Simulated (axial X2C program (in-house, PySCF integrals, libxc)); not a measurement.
**SbSi: from the state search to constants**

What are the state, bond length, wavenumber and bond energy of SbSi, and what does spin–orbit coupling change?

Method: all-electron X2C, Sb dyall-cv3z, Si dyall-v3z; program: an in-house X2C program for linear molecules on PySCF integrals.

All values are calculated.

## (1) Input

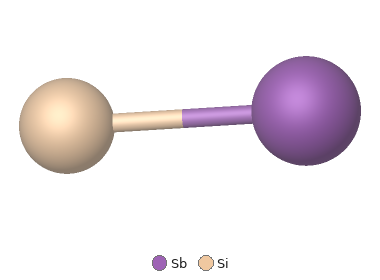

The two atoms at 2.560 Å (antimony purple, silicon light orange).

The input, task.json:

```json
{"zs": [51, 14], "q": 0, "bas": ["dyall-cv3z", "dyall-v3z"], "levels": ["PBE0", "HF", "PBEsol"], "cc": true, "r0": 2.56, "thr": -1.0, "nmax": 90, "npts": 10, "nst": 2, "ntry": 6}
```

Keys: zs atomic numbers; q charge; bas basis sets; levels methods (HF also brings MP2); cc coupled cluster on or off; r0 starting distance in Å; thr threshold in hartree for freezing inner shells (an s shell follows its p shell); nmax most natural virtual spinors; npts points asked for on the curve; nst determinants followed; ntry starts of the search.

Started as:

```sh
$ python so2c.py task.json out
```

Spin-free means the one-electron spin-free X2C Hamiltonian; two-component (2c) means X2C with spin–orbit coupling and atomic mean-field two-electron Coulomb and Gaunt terms. Basis: Sb dyall-cv3z contracted to [11s12p8d4f1g], Si dyall-v3z contracted to [8s7p2d1f]; Gaussian nuclei, density fitting. Masses: Sb 120.904 u, Si 27.977 u.

Notation: σ, π±, δ± give the projection m of an orbital's angular momentum (0, ±1, ±2), α and β its spin, Λ and M_S the sums; ω is the projection of a spinor's total angular momentum and Ω the sum. Logs are in hartree.

The results follow Hamiltonian by Hamiltonian and level by level.

## (2) Which state to follow

PBE0 moves the distance from 2.560 Å to 2.385 Å and compares determinants there.

Spin-free determinants:

| ΔE (eV) | state | open shells |
| --- | --- | --- |
| 0.00 | M_S = 1/2, Λ = 1 | beyond closed shells: π+α, π+β, π-α |
| 0.27 | M_S = 1/2, Λ = 0 | beyond closed shells: σα |
| 1.54 | M_S = 3/2, Λ = 1 | beyond closed shells: 2 × π+α, π-α |
| 1.88 | M_S = 3/2, Λ = 0 | beyond closed shells: σα, π+α, π+β, 2 × π-α |
| 1.88 | M_S = 3/2, Λ = 2 | beyond closed shells: σα, 2 × π+α, π+β, π-α |
| 2.29 | M_S = 1/2, Λ = 0 | beyond closed shells: σβ, π+α, π+β, 2 × π-α |
| 2.29 | M_S = 1/2, Λ = 2 | beyond closed shells: σβ, 2 × π+α, π+β, π-α |

Two-component determinants:

```json
{"ΔE (eV)": "0.00", "state": "Ω = 3/2", "open shells": "excess of +ω over −ω: ω = 3/2"}
{"ΔE (eV)": "0.16", "state": "Ω = 1/2", "open shells": "excess of +ω over −ω: ω = 1/2"}
{"ΔE (eV)": "1.57", "state": "Ω = 1/2", "open shells": "excess of +ω over −ω: 2 × ω = -1/2, ω = 3/2"}
{"ΔE (eV)": "1.70", "state": "Ω = 5/2", "open shells": "excess of +ω over −ω: ω = -1/2, 2 × ω = 3/2"}
{"ΔE (eV)": "1.93", "state": "Ω = 7/2", "open shells": "excess of +ω over −ω: ω = 1/2, 2 × ω = 3/2"}
{"ΔE (eV)": "2.18", "state": "Ω = 3/2", "open shells": "excess of +ω over −ω: ω = 3/2"}
{"ΔE (eV)": "2.27", "state": "Ω = 1/2", "open shells": "excess of +ω over −ω: ω = 1/2"}
```

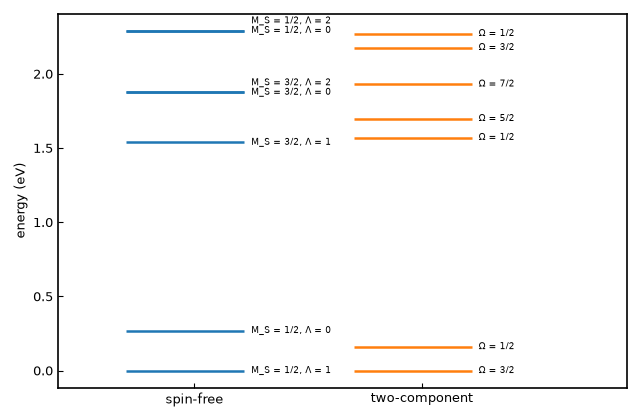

The determinants found, each set from its own lowest.

## (3) PBE0, spin-free

State followed: M_S = 1/2, Λ = 1 (beyond closed shells: π+α, π+β, π-α). The scan is laid around 2.385 Å, a first estimate of the minimum, and this SCF restarts from the orbitals of the search.

Output at 2.385 Å:

```text
spin-free X2C-1e  PBE0
basis functions 170  fitting functions 949  grid points 5079
iter        total energy     max residual
   1      -6770.436875380     4.37e-05
   2      -6770.436875391     4.31e-05
   3      -6770.436875406     1.70e-05
   4      -6770.436875409     5.23e-06
converged
one-electron -9619.38072837  Coulomb 2883.13369530  exact exchange -47.41759594  xc functional -145.19259382  nuclear repulsion 158.42034742
```

Along the bond, energies from the lowest point:

```csv
R (Å),E (eV),μ (D),HOMO (eV),LUMO (eV),iterations
2.075,1.0461,-0.58,-6.28,-4.94,24
2.170,0.4306,-0.42,-6.36,-4.76,24
2.242,0.1679,-0.29,-6.37,-4.63,17
2.313,0.0339,-0.15,-6.23,-4.52,16
2.385,0.0000,-0.01,-6.10,-4.42,4
2.469,0.0562,0.15,-5.96,-4.31,19
2.552,0.1862,0.30,-5.84,-4.21,20
2.659,0.4152,0.43,-5.75,-4.12,20
2.790,0.7180,0.53,-5.73,-4.03,19
2.981,1.1488,0.69,-5.74,-3.94,18
```

Dipoles are positive if Si is the positive end.

Outer orbitals at the reference distance:

| symmetry | occupied | ε (eV) | atomic character |
| --- | --- | --- | --- |
| σα | yes | -15.84 | 58% Sb s, 26% Si s, 9% Si p |
| σβ | yes | -15.19 | 56% Sb s, 28% Si s, 9% Si p |
| σα | yes | -11.40 | 47% Si s, 22% Sb s, 20% Sb p |
| σβ | yes | -11.06 | 46% Si s, 23% Sb s, 20% Sb p |
| π+α | yes | -6.68 | 63% Sb p, 32% Si p, 3% Si d |
| π-α | yes | -6.68 | 63% Sb p, 32% Si p, 3% Si d |
| σα | yes | -6.59 | 44% Si p, 40% Sb p, 10% Si s |
| σβ | yes | -6.44 | 45% Si p, 40% Sb p, 9% Si s |
| π+β | yes | -6.10 | 57% Sb p, 38% Si p, 3% Si d |
| π-β | no | -4.42 | 57% Sb p, 39% Si p, 2% Si d |
| π-α | no | -2.55 | 59% Si p, 30% Sb p, 7% Sb d |
| π+α | no | -2.55 | 59% Si p, 30% Sb p, 7% Sb d |
| π+β | no | -2.22 | 53% Si p, 35% Sb p, 6% Sb d |

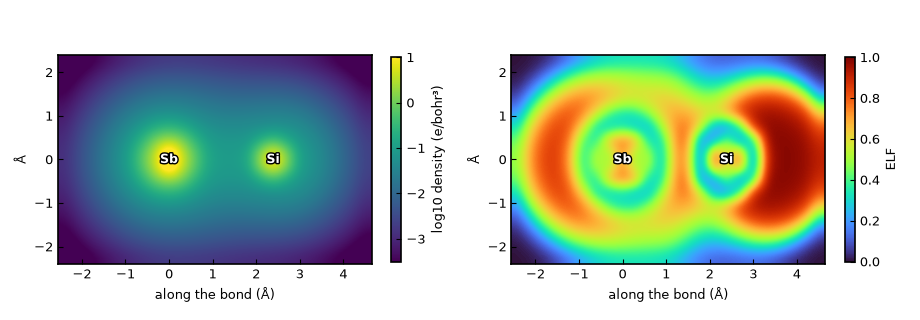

PBE0 fields in a plane through the axis, from a grid of 0.3 Å; Sb lies at z = 0 and Si at z = 2.385 Å; the ELF is damped to zero where the density is low.

Re = 2.377 Å, ωe = 430 cm⁻¹, ωexe = 1.59 cm⁻¹, Be = 0.1313 cm⁻¹, De = 2.75 eV, μ = -0.03 D.

## (4) HF, spin-free

Output at 2.385 Å:

```text
spin-free X2C-1e  HF
basis functions 170  fitting functions 949  grid points 5079
iter        total energy     max residual
   1      -6767.497069392     3.37e-01
   2      -6767.522287389     7.00e-03
   3      -6767.523461375     1.27e-02
   4      -6767.523863838     4.78e-03
   5      -6767.524376833     5.87e-03
   6      -6767.525830271     3.74e-02
   7      -6767.527205913     2.89e-02
   8      -6767.529719447     6.76e-03
   9      -6767.530354948     8.82e-03
  10      -6767.530675519     1.93e-03
  11      -6767.530724556     7.45e-04
  12      -6767.530735453     2.79e-04
  13      -6767.530737434     1.12e-04
  14      -6767.530737522     2.93e-05
  15      -6767.530737549     1.34e-05
  16      -6767.530737552     7.03e-06
  17      -6767.530737553     2.74e-06
converged
one-electron -9618.25152391  Coulomb 2882.10310508  exact exchange -189.80266615  xc functional 0.00000000  nuclear repulsion 158.42034742
```

Re = 2.493 Å, ωe = 302 cm⁻¹, Be = 0.1194 cm⁻¹, De = 0.765 eV, μ = 0.20 D. ⟨S²⟩ = 1.38 against 0.75 for a pure state, so this determinant mixes spins.

## (5) PBEsol, spin-free

Output at 2.385 Å:

```text
spin-free X2C-1e  PBEsol
basis functions 170  fitting functions 949  grid points 5079
iter        total energy     max residual
   1      -6766.879511049     5.71e-01
   2      -6766.885708403     7.40e-03
   3      -6766.885850633     1.88e-02
   4      -6766.885896428     1.39e-02
   5      -6766.885909852     2.27e-03
   6      -6766.885912695     2.56e-03
   7      -6766.885913547     9.51e-05
   8      -6766.885913751     6.42e-04
   9      -6766.885913781     2.87e-05
  10      -6766.885913782     2.09e-05
  11      -6766.885913782     2.63e-06
converged
one-electron -9618.84241326  Coulomb 2882.51307869  exact exchange 0.00000000  xc functional -188.97692663  nuclear repulsion 158.42034742
```

Re = 2.396 Å, ωe = 409 cm⁻¹, ωexe = 1.06 cm⁻¹, Be = 0.1293 cm⁻¹, De = 3.32 eV, μ = -0.10 D.

## (6) MP2 and beyond, spin-free

Correlated methods: 9 electrons correlated (frozen shells, counted by type: Sb 4 s, 3 p, 2 d; Si 2 s, 1 p), 229 virtual spinors in MP2, 90 natural virtuals in coupled cluster.

Output of the correlated part at 2.385 Å:

```text
correlated 9  virtual 229  natural virtual 90  E(MP2) -0.167266312  MP2 remainder -0.004261979
iter   CCSD correlation   residual
   1     -0.183424783   1.49e-01
   2     -0.193439452   7.96e-02
   3     -0.196692798   4.96e-02
   4     -0.199758329   3.50e-02
   5     -0.201079408   1.72e-02
   6     -0.201528477   6.35e-03
   7     -0.201670134   2.43e-03
   8     -0.201667080   1.10e-03
   9     -0.201672263   6.04e-04
  10     -0.201667404   3.01e-04
  11     -0.201669351   1.36e-04
  12     -0.201669680   5.89e-05
  13     -0.201670809   2.73e-05
  14     -0.201671321   1.12e-05
  15     -0.201671709   6.06e-06
  16     -0.201671960   3.42e-06
  17     -0.201672062   1.72e-06
  18     -0.201672124   9.18e-07
  19     -0.201672145   4.50e-07
  20     -0.201672152   2.58e-07
(T) -0.013103463  T1 0.1124  D1 0.2444  max T2 0.130
```

T1 in the output is the amplitude norm over the root of the electron number; divide by √2 for the Lee–Taylor value.

MP2: No constants are quoted: the reference is strongly spin-contaminated.

CCSD: Re = 2.384 Å, ωe = 412 cm⁻¹, ωexe = 2.03 cm⁻¹, Be = 0.1305 cm⁻¹, De = 2.25 eV. T1 at Re = 0.079 (Lee–Taylor, the printed value over √2).

CCSD(T): Re = 2.387 Å, ωe = 421 cm⁻¹, ωexe = 1.65 cm⁻¹, Be = 0.1302 cm⁻¹, De = 2.47 eV. T1 at Re = 0.080 (Lee–Taylor, the printed value over √2).

## (7) A higher determinant, spin-free

State: M_S = 1/2, Λ = 0 (beyond closed shells: σα).

Output at the reference distance:

```text
spin-free X2C-1e  PBE0
basis functions 170  fitting functions 949  grid points 5079
iter        total energy     max residual
   1      -6770.426962381     5.94e-05
   2      -6770.426962434     5.73e-05
   3      -6770.426962452     2.64e-05
   4      -6770.426962462     1.75e-05
converged
one-electron -9618.90054925  Coulomb 2882.63399443  exact exchange -47.40702620  xc functional -145.17372887  nuclear repulsion 158.42034742
```

```csv
R (Å),E above the lowest PBE0 point (eV)
2.075,0.605
2.170,0.256
2.242,0.164
2.313,0.177
2.385,0.270
2.469,0.444
2.552,0.647
2.659,0.922
2.790,1.257
```

Re = 2.267 Å, ωe = 476 cm⁻¹, ωexe = 2.49 cm⁻¹, Be = 0.1443 cm⁻¹, μ = 0.26 D. Te = 0.16 eV.

## (8) The spin-free curves together

Energy (eV) of the followed determinant, spin-free, from each level's lowest point:

```csv
R (Å),PBE0,HF,MP2 (spin-contaminated),CCSD,CCSD(T),PBEsol
2.075,1.046,1.242,0.797,n/a,n/a,1.099
2.170,0.431,0.617,0.187,0.455,0.478,0.475
2.242,0.168,0.334,0.034,0.180,0.193,0.201
2.313,0.034,0.153,0.000,0.040,0.045,0.052
2.385,0.000,0.049,0.019,0.000,0.000,0.000
2.469,0.056,0.000,0.085,0.044,0.044,0.033
2.552,0.186,0.010,0.183,0.153,0.159,0.141
2.659,0.415,0.083,0.342,0.346,0.368,0.354
2.790,0.718,0.229,0.570,n/a,n/a,0.684
2.981,1.149,0.462,0.965,n/a,n/a,1.203
```

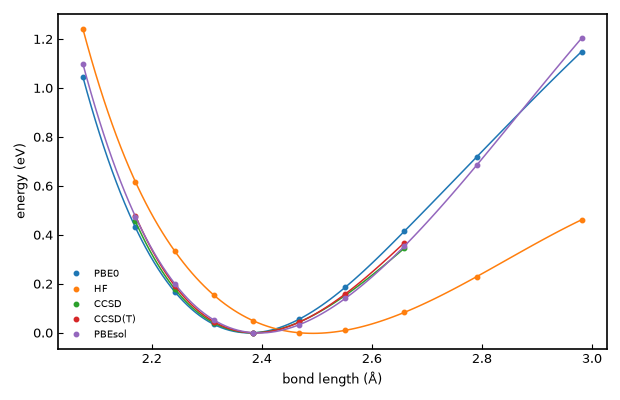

Curves of the followed state, spin-free, each from its own lowest point. Left out: MP2.

## (9) PBE0, 2c

State followed: Ω = 3/2 (excess of +ω over −ω: ω = 3/2). The scan is laid around 2.385 Å, a first estimate of the minimum, and this SCF restarts from the orbitals of the search.

Output at 2.385 Å:

```text
two-component X2C + atomic mean field  PBE0
basis functions 170  fitting functions 949  grid points 5079
iter        total energy     max residual
   1      -6767.678217863     4.69e-05
   2      -6767.678217868     2.92e-05
   3      -6767.678217869     1.45e-05
converged
one-electron -9611.49423169  Coulomb 2881.71465858  exact exchange -47.39101387  xc functional -145.11579001  nuclear repulsion 158.42034742  atomic mean-field constant -3.81218830
```

Along the bond, energies from the lowest point:

```csv
R (Å),E (eV),μ (D),HOMO (eV),LUMO (eV),iterations
2.075,1.0476,-0.56,-6.25,-4.81,26
2.170,0.4325,-0.40,-6.32,-4.62,22
2.242,0.1694,-0.28,-6.34,-4.50,18
2.313,0.0347,-0.15,-6.25,-4.39,16
2.385,0.0000,-0.02,-6.15,-4.29,3
2.469,0.0555,0.14,-6.04,-4.18,18
2.552,0.1871,0.28,-5.92,-4.09,14
2.659,0.4338,0.46,-5.80,-3.98,20
2.790,0.8033,0.54,-5.75,-3.87,22
2.981,1.3737,0.47,-5.77,-3.79,20
```

Dipoles are positive if Si is the positive end.

Outer spinors at the reference distance:

| ω | occupied | ε (eV) | atomic character | λ mixture |
| --- | --- | --- | --- | --- |
| 1/2 | yes | -15.79 | 56% Sb s, 27% Si s, 9% Si p | 100% σ |
| -1/2 | yes | -15.17 | 56% Sb s, 27% Si s, 9% Si p | 100% σ |
| 1/2 | yes | -11.40 | 46% Si s, 23% Sb s, 20% Sb p | 100% σ |
| -1/2 | yes | -11.02 | 46% Si s, 22% Sb s, 20% Sb p | 100% σ |
| -1/2 | yes | -6.86 | 62% Sb p, 31% Si p, 3% Si d | 86% π, 14% σ |
| 1/2 | yes | -6.66 | 45% Sb p, 41% Si p, 8% Si s | 86% σ, 14% π |
| 3/2 | yes | -6.53 | 56% Sb p, 38% Si p, 3% Si d | 100% π |
| -1/2 | yes | -6.37 | 46% Si p, 41% Sb p, 7% Si s | 86% σ, 14% π |
| 1/2 | yes | -6.15 | 58% Sb p, 36% Si p, 2% Si d | 86% π, 14% σ |
| -3/2 | no | -4.29 | 56% Sb p, 40% Si p, 2% Si d | 100% π |
| -1/2 | no | -2.62 | 60% Si p, 29% Sb p, 7% Sb d | 100% π |
| 3/2 | no | -2.48 | 53% Si p, 36% Sb p, 6% Sb d | 100% π |
| 1/2 | no | -2.24 | 59% Si p, 29% Sb p, 7% Sb d | 100% π |

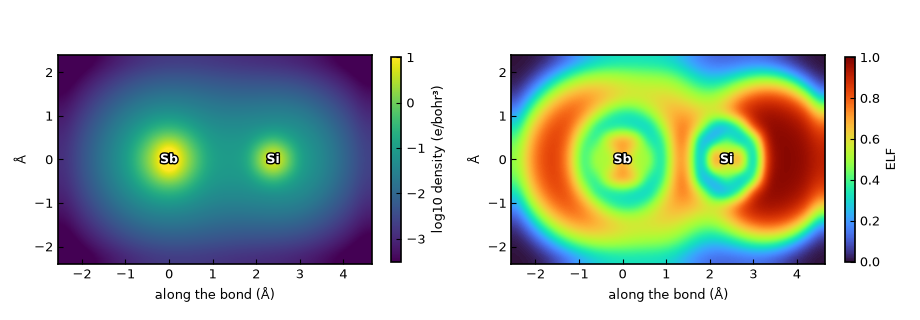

PBE0 fields in a plane through the axis, from a grid of 0.3 Å; Sb lies at z = 0 and Si at z = 2.385 Å; the ELF is damped to zero where the density is low.

Re = 2.378 Å, ωe = 428 cm⁻¹, ωexe = 0.998 cm⁻¹, Be = 0.1312 cm⁻¹, De = 2.83 eV, μ = -0.03 D.

## (10) HF, 2c

The SCF at the reference distance of 2.385 Å:

```text
two-component X2C + atomic mean field  HF
basis functions 170  fitting functions 949  grid points 5079
iter        total energy     max residual
   1      -6764.735469470     3.87e-01
   2      -6764.760500431     6.96e-03
   3      -6764.761492944     1.31e-02
   4      -6764.761662728     2.86e-03
   5      -6764.761702111     1.14e-03
   6      -6764.761717747     1.36e-03
   7      -6764.761725129     4.02e-04
   8      -6764.761732440     5.58e-04
   9      -6764.761742022     1.20e-03
  10      -6764.761761392     1.63e-03
  11      -6764.761820629     2.48e-03
  12      -6764.761894455     5.67e-03
  13      -6764.762018358     6.48e-03
  14      -6764.762399802     8.40e-03
  15      -6764.762829747     8.00e-03
  16      -6764.763227296     7.80e-03
  17      -6764.763403932     2.17e-02
  18      -6764.764780577     8.04e-03
  19      -6764.765484603     3.83e-03
  20      -6764.765862580     3.37e-03
  21      -6764.766039808     2.35e-03
  22      -6764.766215794     2.17e-03
  23      -6764.766276437     2.14e-03
  24      -6764.766336329     8.60e-04
  25      -6764.766350395     3.47e-04
  26      -6764.766353267     1.80e-04
  27      -6764.766353540     8.63e-05
  28      -6764.766353593     1.03e-05
  29      -6764.766353598     6.28e-06
  30      -6764.766353599     4.40e-06
  31      -6764.766353599     1.86e-06
converged
one-electron -9610.31325286  Coulomb 2880.62891458  exact exchange -189.69017444  xc functional 0.00000000  nuclear repulsion 158.42034742  atomic mean-field constant -3.81218830
```

Re = 2.484 Å, ωe = 299.7 cm⁻¹, Be = 0.1203 cm⁻¹, De = 0.768 eV, μ = 0.24 D.

## (11) PBEsol, 2c

The SCF at the reference distance of 2.385 Å:

```text
two-component X2C + atomic mean field  PBEsol
basis functions 170  fitting functions 949  grid points 5079
iter        total energy     max residual
   1      -6764.124068314     5.71e-01
   2      -6764.130240068     7.38e-03
   3      -6764.130375130     1.79e-02
   4      -6764.130415890     1.31e-02
   5      -6764.130422618     1.84e-03
   6      -6764.130423829     1.08e-03
   7      -6764.130423951     3.65e-04
   8      -6764.130424007     1.51e-04
   9      -6764.130424011     6.54e-05
  10      -6764.130424011     2.23e-06
converged
one-electron -9610.96229701  Coulomb 2881.10083159  exact exchange 0.00000000  xc functional -188.87711772  nuclear repulsion 158.42034742  atomic mean-field constant -3.81218830
```

Re = 2.397 Å, ωe = 408 cm⁻¹, ωexe = 1.06 cm⁻¹, Be = 0.1292 cm⁻¹, De = 3.39 eV, μ = -0.09 D.

## (12) MP2 and beyond, 2c

Correlated methods: 9 electrons correlated (frozen shells, counted by type: Sb 4 s, 3 p, 2 d; Si 2 s, 1 p), 229 virtual spinors in MP2, 90 natural virtuals in coupled cluster.

Output of the correlated part at 2.385 Å:

```text
correlated 9  virtual 229  natural virtual 90  E(MP2) -0.168789238  MP2 remainder -0.004277337
iter   CCSD correlation   residual
   1     -0.184645339   1.49e-01
   2     -0.194650792   8.04e-02
   3     -0.197995794   5.06e-02
   4     -0.201205577   3.58e-02
   5     -0.202556803   1.75e-02
   6     -0.203056570   6.71e-03
   7     -0.203214126   2.59e-03
   8     -0.203208931   1.21e-03
   9     -0.203216910   6.73e-04
  10     -0.203210083   3.30e-04
  11     -0.203212995   1.49e-04
  12     -0.203213729   6.91e-05
  13     -0.203214896   3.57e-05
  14     -0.203215324   1.88e-05
  15     -0.203215664   1.12e-05
  16     -0.203215844   6.21e-06
  17     -0.203215918   2.90e-06
  18     -0.203215960   1.43e-06
  19     -0.203215975   7.59e-07
(T) -0.013379089  T1 0.1166  D1 0.2532  max T2 0.128
```

MP2: No constants are quoted: the reference is strongly spin-contaminated.

CCSD: Re = 2.375 Å, ωe = 411 cm⁻¹, Be = 0.1316 cm⁻¹, De = 2.30 eV. T1 at Re = 0.082 (Lee–Taylor, the printed value over √2).

CCSD(T): Re = 2.381 Å, ωe = 416 cm⁻¹, Be = 0.1309 cm⁻¹, De = 2.53 eV. T1 at Re = 0.082 (Lee–Taylor, the printed value over √2).

## (13) A higher determinant, 2c

State: Ω = 1/2 (excess of +ω over −ω: ω = 1/2).

Output at the reference distance:

```text
two-component X2C + atomic mean field  PBE0
basis functions 170  fitting functions 949  grid points 5079
iter        total energy     max residual
   1      -6767.672293622     4.40e-05
   2      -6767.672293633     1.19e-05
   3      -6767.672293634     1.54e-05
converged
one-electron -9611.30033934  Coulomb 2881.51634727  exact exchange -47.38829324  xc functional -145.10816745  nuclear repulsion 158.42034742  atomic mean-field constant -3.81218830
```

```csv
R (Å),E above the lowest PBE0 point (eV)
2.075,0.697
2.170,0.325
2.242,0.203
2.313,0.159
2.385,0.161
2.469,0.230
2.552,0.358
2.659,0.572
2.790,0.858
```

No constants are quoted: the points don't follow one smooth fit.

## (14) The 2c curves together

Energy (eV) of the followed determinant, 2c, from each level's lowest point:

```csv
R (Å),PBE0,HF,MP2 (spin-contaminated),CCSD,CCSD(T),PBEsol
2.075,1.048,1.160,0.888,n/a,n/a,1.100
2.170,0.432,0.545,0.222,0.436,0.466,0.477
2.242,0.169,0.291,0.000,0.155,0.172,0.202
2.313,0.035,0.132,0.074,0.030,0.037,0.053
2.385,0.000,0.040,0.135,0.000,0.000,0.000
2.469,0.056,0.000,0.227,0.055,0.052,0.032
2.552,0.187,0.016,0.341,0.176,0.177,0.138
2.659,0.434,0.093,0.512,0.383,0.400,0.349
2.790,0.803,0.239,0.748,n/a,n/a,0.678
2.981,1.374,0.467,1.146,n/a,n/a,1.217
```

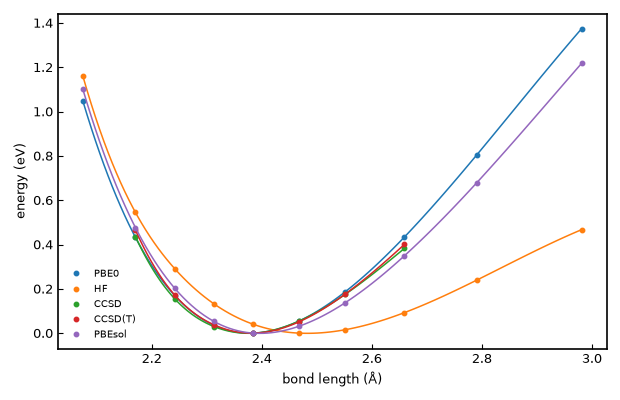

Curves of the followed state, 2c, each from its own lowest point. Left out: MP2.

Time for the job: 2.5 min (1 thread of INTEL XEON PLATINUM 8581C at 2.30GHz (Emerald Rapids), shared host); peak memory 0.59 GiB.

## (15) What came out

Lowest determinant that the search found at its distance, spin-free: M_S = 1/2, Λ = 1 (beyond closed shells: π+α, π+β, π-α).

Lowest determinant that the search found at its distance, 2c: Ω = 3/2 (excess of +ω over −ω: ω = 3/2).

| Hamiltonian | level | Re (Å) | ωe (cm⁻¹) | De (eV) | μ (D) |
| --- | --- | --- | --- | --- | --- |
| spin-free | PBE0 | 2.377 | 430 | 2.75 | -0.03 |
| spin-free | HF | 2.493 | 302 | 0.765 | 0.20 |
| spin-free | CCSD | 2.384 | 412 | 2.25 | n/a |
| spin-free | CCSD(T) | 2.387 | 421 | 2.47 | n/a |
| spin-free | PBEsol | 2.396 | 409 | 3.32 | -0.10 |
| 2c | PBE0 | 2.378 | 428 | 2.83 | -0.03 |
| 2c | HF | 2.484 | 299.7 | 0.768 | 0.24 |
| 2c | CCSD | 2.375 | 411 | 2.30 | n/a |
| 2c | CCSD(T) | 2.381 | 416 | 2.53 | n/a |
| 2c | PBEsol | 2.397 | 408 | 3.39 | -0.09 |

Dipoles are positive if Si is the positive end. No constants: spin-free MP2 (the reference is strongly spin-contaminated); 2c MP2 (the reference is strongly spin-contaminated). Spin-free ⟨S²⟩ is off its pure value at HF 1.38.

Time per point (s) on 1 thread of INTEL XEON PLATINUM 8581C at 2.30GHz (Emerald Rapids), shared host (2c runs; CCSD comes with the CCSD(T) run); the times are rough: PBE0 0.94, HF 0.81, CCSD(T) 5, PBEsol 0.46.

**Reading.** At CCSD(T), going from spin-free to two-component changes Re by -6 mÅ, ωe by -1.2 %; the spin-free picture holds up (part of it comes from the scalar share of the two-electron terms). De moves by +0.06 eV; both De rest on single-determinant atoms, which can miss part of an open shell's spin–orbit lowering.

De refers to Sb + Si, each in the lowest determinant found, which need not be this curve's own limit. Each curve is one determinant whose occupation by symmetry is held fixed; it was picked as the lowest of a PBE0 search that is not exhaustive. Dissociation energies refer to the lowest single-determinant-based atoms at the same level and basis. Density functionals use the spin component along the axis (collinear). Coupled cluster ran in a truncated set of natural virtual spinors; the MP2 energy of the rest was added. At some level an empty orbital lies below a filled one. The spin-free determinant is spin-contaminated at some levels. With the outer-core shells frozen, correlated bond lengths of heavy atoms tend to come out a few hundredths of an ångström too long. T1 at Re is 0.082 (Lee–Taylor), above the customary mark of 0.02.
